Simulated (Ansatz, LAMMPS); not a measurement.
# Liquid mixture of sulfolane and H2O at 300 K (192 atoms): a single point, part 2 of 2

What does DFT give for liquid mixture of sulfolane and H2O at 300 K (192 atoms) as built?

Ansatz 0.2.0; Kohn-Sham DFT, PBEsol, PAW (set soft_2), plane waves.

The cell: 28 O, 12 S, 48 C and 104 H. The network of contacts between molecules at the start is that of the classical potential that made the cell. The functional has no dispersion term. The density was typed from a rule of thumb and may lie off the real one at this temperature. Sampling is at Γ alone, for a cell whose shortest periodic width is 13 Å.

So far. Step 3 (Plane-wave single point): Mean intrinsic-atomic-orbital charges: C -0.45, H +0.21, O -0.89, S +2.04 e. The largest share in the top eV of filled states is O p (67 % of the projected weight), and in the lowest eV of empty states H s (34 % of the projected weight).

### Step 4. Local order

Bonds and neighbours are counted at the geometry of the runs.

Density 1.25 g/cm³, 10.52 Å³ an atom.

Pair distribution functions g(r), in bins of 0.2 Å:

| r (Å) | total | H-H | H-C | H-O | H-S | C-C | C-O |
| --- | --- | --- | --- | --- | --- | --- | --- |
| 0.90 | 0.23 | 0.00 | 0.00 | 1.45 | 0.00 | 0.00 | 0.00 |
| 1.10 | 3.63 | 0.00 | 12.95 | 0.79 | 0.00 | 0.00 | 0.00 |
| 1.30 | 0.00 | 0.00 | 0.00 | 0.00 | 0.00 | 0.00 | 0.00 |
| 1.50 | 1.18 | 0.00 | 0.00 | 0.00 | 0.00 | 10.99 | 0.00 |
| 1.70 | 0.76 | 1.60 | 0.00 | 0.18 | 0.00 | 0.00 | 0.00 |
| 1.90 | 0.38 | 0.87 | 0.04 | 0.31 | 0.00 | 0.00 | 0.00 |
| 2.10 | 1.10 | 0.36 | 3.57 | 0.06 | 0.27 | 0.00 | 0.00 |
| 2.30 | 1.07 | 1.05 | 1.37 | 0.36 | 3.82 | 1.25 | 0.00 |
| 2.50 | 1.18 | 1.76 | 0.15 | 1.35 | 1.51 | 1.85 | 0.82 |
| 2.70 | 1.38 | 1.31 | 0.55 | 2.44 | 0.51 | 0.99 | 3.31 |
| 2.90 | 0.68 | 0.83 | 0.48 | 1.33 | 0.83 | 0.00 | 0.35 |
| 3.10 | 0.84 | 0.97 | 0.60 | 1.58 | 1.15 | 0.00 | 0.68 |
| 3.30 | 0.99 | 0.87 | 1.26 | 1.35 | 0.94 | 0.00 | 1.52 |
| 3.50 | 1.03 | 0.77 | 1.19 | 1.08 | 1.76 | 0.05 | 2.54 |
| 3.70 | 0.87 | 0.93 | 0.81 | 0.78 | 1.34 | 0.05 | 1.90 |
| 3.90 | 0.86 | 1.01 | 0.72 | 0.65 | 1.18 | 0.50 | 1.26 |
| 4.10 | 0.88 | 0.97 | 0.78 | 0.98 | 0.92 | 0.82 | 0.65 |
| 4.30 | 0.88 | 0.87 | 0.75 | 1.39 | 0.72 | 0.72 | 0.71 |
| 4.50 | 0.98 | 0.87 | 0.96 | 1.24 | 0.83 | 1.00 | 1.01 |
| 4.70 | 0.98 | 0.98 | 0.87 | 0.91 | 0.87 | 1.23 | 1.17 |
| 4.90 | 0.99 | 0.97 | 0.99 | 1.00 | 1.18 | 0.76 | 0.92 |
| 5.10 | 1.02 | 0.96 | 1.12 | 1.11 | 0.97 | 0.94 | 0.85 |
| 5.30 | 1.04 | 1.10 | 0.97 | 0.96 | 0.96 | 1.29 | 0.98 |
| 5.50 | 1.06 | 1.04 | 1.10 | 1.01 | 0.98 | 1.17 | 1.01 |
| 5.70 | 1.03 | 1.02 | 1.08 | 0.77 | 0.81 | 1.37 | 1.06 |
| 5.90 | 1.03 | 0.96 | 1.09 | 0.91 | 1.01 | 1.23 | 1.03 |
| 6.10 | 1.03 | 1.03 | 1.03 | 0.90 | 1.03 | 1.33 | 0.74 |

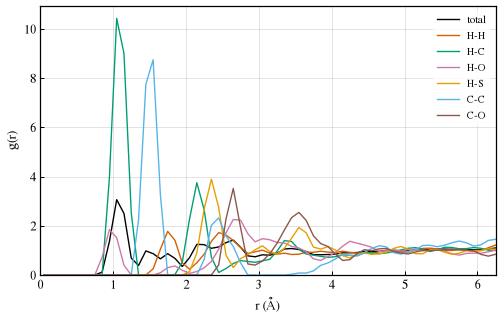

Pair distribution functions, lightly smoothed.

Bonds by pair of elements; cutoffs follow the first minimum of g(r), held within bounds set by covalent radii, and pairs that aren't listed don't count as bonded:

| pair A-B | cutoff (Å) | bonds | mean length (Å) | spread (Å) | shortest (Å) | B about A | A about B |
| --- | --- | --- | --- | --- | --- | --- | --- |
| H-C | 1.34 | 96 | 1.09 | 0.03 | 1.01 | 0.923 | 2 |
| H-O | 1.21 | 8 | 1 | 0 | 1 | 0.077 | 0.286 |
| C-C | 1.85 | 36 | 1.51 | 0.033 | 1.45 | 1.5 | 1.5 |
| C-S | 2.21 | 24 | 1.77 | 0.04 | 1.70 | 0.5 | 2 |
| O-S | 1.88 | 24 | 1.46 | 0.016 | 1.42 | 0.857 | 2 |

How many atoms have how many bonded neighbours:

| element | mean | 1 | 2 | 4 |
| --- | --- | --- | --- | --- |
| C | 4 | 0 | 0 | 48 |
| H | 1 | 104 | 0 | 0 |
| O | 1.14 | 24 | 4 | 0 |
| S | 4 | 0 | 0 | 12 |

Bond angles, per cent of each kind in bins of 5°:

| angle (°) | C-C-H | H-C-S | H-C-H | C-S-O | C-C-S |
| --- | --- | --- | --- | --- | --- |
| 95–100 | 0.0 | 8.3 | 0.0 | 0.0 | 4.2 |
| 100–105 | 4.9 | 10.4 | 16.7 | 10.4 | 41.7 |
| 105–110 | 35.4 | 43.8 | 39.6 | 45.8 | 54.2 |
| 110–115 | 43.1 | 35.4 | 31.2 | 41.7 | 0.0 |
| 115–120 | 14.6 | 2.1 | 12.5 | 2.1 | 0.0 |
| 120–125 | 2.1 | 0.0 | 0.0 | 0.0 | 0.0 |

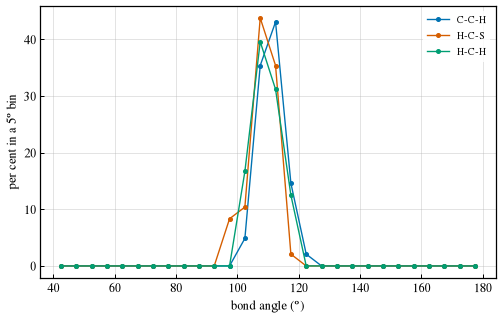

Distributions of the most common bond angles.

Bond angles (no mean is given where the spread exceeds 20°):

| angle | count | mean (°) | spread (°) |
| --- | --- | --- | --- |
| C-C-H | 144 | 111 | 4.2 |
| H-C-S | 48 | 108 | 3.8 |
| H-C-H | 48 | 109 | 4.8 |
| C-S-O | 48 | 109 | 2.8 |
| C-C-S | 24 | 105 | 2.6 |

Bond length by coordination (bonds to H left out):

| element | coordination | atoms | mean bond length (Å) |
| --- | --- | --- | --- |
| O | 1 | 24 | 1.46 |

Rings of the network by King's shortest-path rule, up to 12 atoms, one path for each pair of neighbours; H, halogens, alkali and alkaline-earth atoms are left out, and the last column divides by all other atoms, bonded or not:

| ring size (atoms) | rings | per network atom |
| --- | --- | --- |
| 5 | 12 | 0.136 |

Counting bonds as in the table, all C atoms have 4, all H atoms have 1, 86 % of O atoms have 1 and all S atoms have 4 bonded neighbours. The C-C-H angle averages 111° with a spread of 4°. All rings counted have 5 atoms.

A closer look about C79, which bears the longest force: 11 atoms, nearest first, numbered in the order of the input, with positions taken from that point.

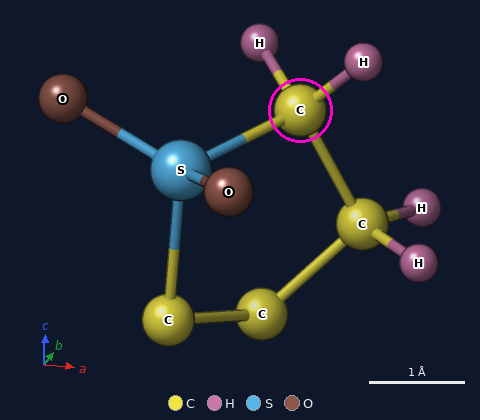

The atoms of the table, within 2.6 Å (arrows a, b, c point along x, y, z); some may hide others; the central atom is ringed.

| atom | x | y | z | distance (Å) | bonds | intrinsic-atomic-orbital charge (e) | Fx | Fy | Fz (eV/Å) |
| --- | --- | --- | --- | --- | --- | --- | --- | --- | --- |
| C79 | 0.00 | 0.00 | 0.00 | 0.00 | 4 | -0.61 | -2.02 | 3.93 | -0.86 |
| H84 | 0.71 | -0.21 | 0.68 | 1.01 | 1 | 0.24 | 2.37 | -0.81 | 2.57 |
| H83 | -0.66 | 0.85 | 0.41 | 1.14 | 1 | 0.21 | 0.45 | -0.99 | -0.38 |
| C80 | 0.62 | 0.39 | -1.32 | 1.51 | 4 | -0.32 | 0.66 | -0.28 | 0.89 |
| S77 | -0.95 | -1.37 | -0.33 | 1.70 | 4 | 2.05 | -0.58 | -2.23 | -0.05 |
| H85 | 1.42 | -0.34 | -1.43 | 2.04 | 1 | 0.19 | 0.73 | -0.03 | -0.51 |
| H86 | 1.03 | 1.40 | -1.41 | 2.24 | 1 | 0.19 | 0.23 | 0.21 | 0.52 |
| C81 | -0.38 | 0.18 | -2.36 | 2.40 | 4 | -0.32 | -1.35 | 0.24 | -1.62 |
| O78 | -0.14 | -2.59 | -0.09 | 2.59 | 1 | -0.92 | -0.48 | 0.67 | 0.33 |
| O76 | -2.28 | -1.24 | 0.27 | 2.61 | 1 | -0.92 | 0.44 | -0.31 | 0.08 |
| C82 | -1.08 | -1.14 | -2.09 | 2.61 | 4 | -0.58 | -0.60 | 0.28 | -0.27 |

The column of bonds counts only the pairs H-C within 1.34 Å, H-O within 1.21 Å, C-C within 1.85 Å, C-S within 2.21 Å, O-S within 1.88 Å; other neighbours, such as metal atoms beside each other in a compound, aren't counted, and periodic images can show an atom twice.

### Step 5. What came out

- free energy per atom: -207.2204 eV/atom
- pressure: 2.831 GPa
- r.m.s. force component: 0.8492 eV/Å
- gap (highest filled to lowest empty level): 5.136 eV
- wall time of the 1 DFT run: 20 s

**Reading.** The highest filled and lowest empty levels differ by 5.14 eV (at Γ alone); a semilocal functional tends to put such gaps too low. In a disordered cell it changes from sample to sample and from frame to frame. Counting bonds as in the table, all C atoms have 4, all H atoms have 1, 86 % of O atoms have 1 and all S atoms have 4 bonded neighbours.

Caveats: The force components of 0.85 eV/Å r.m.s. hold both thermal displacement and the mismatch between the potential that made the cell and DFT, above all in bond lengths inside molecules. The pressure of 2.8 GPa is that of one thermal frame, in which the classical model's bond lengths enter as well as the volume, without the kinetic term and with the strain of bonds inside molecules.

[Hosts, paths, dates, database ids (printed as entryN), source tags and the programs' standing remarks are cut or masked in the printed files.]
